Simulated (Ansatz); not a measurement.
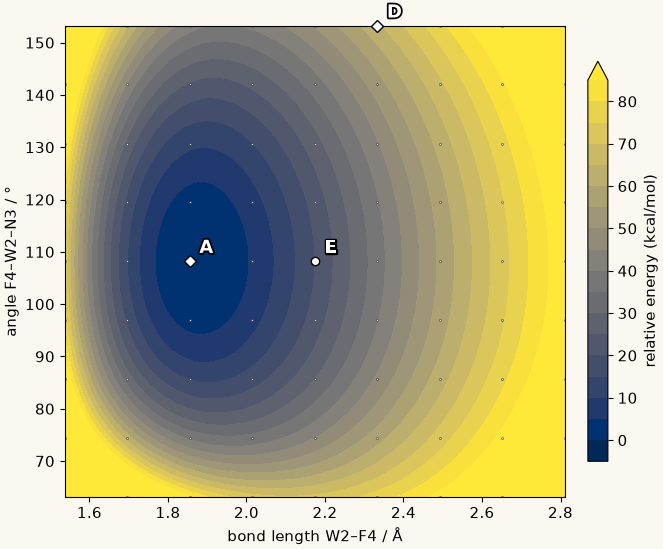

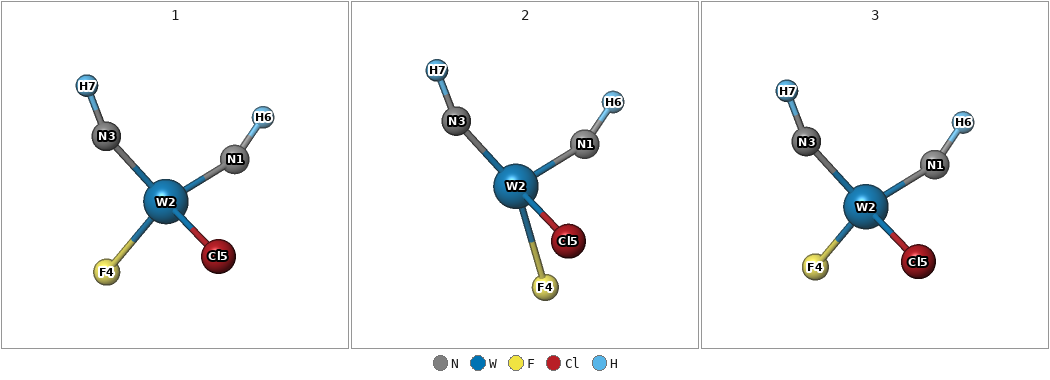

ClFH2N2W, SMILES [NH]=[W](=[NH])([F])[Cl]. The first coordinate is: bond length W2–F4; the second: angle F4–W2–N3. Nothing is relaxed (all other coordinates rigid). The grid has 9 × 9 points. Points are written as (first, second). Energies are in kcal/mol, from the relaxed molecule at the same level. The reference is spin-restricted, which grows unreliable where a bond is stretched far. Method: Ansatz, RKS CAM-B3LYP-D4/def2-SVP.

Drawn: filled contours, dots at the grid points, one colour for all values above the top of the scale, lettered points. Between grid points the surface is interpolated. The numbered pictures are the structures at these points, in random order.

### Which structure belongs to which point?

A is structure 3: (1.855 Å, 108.2°), 0.13 kcal/mol; D is structure 2: (2.333 Å, 153.2°), 64 kcal/mol; E is structure 1: (2.174 Å, 108.2°), 20 kcal/mol.
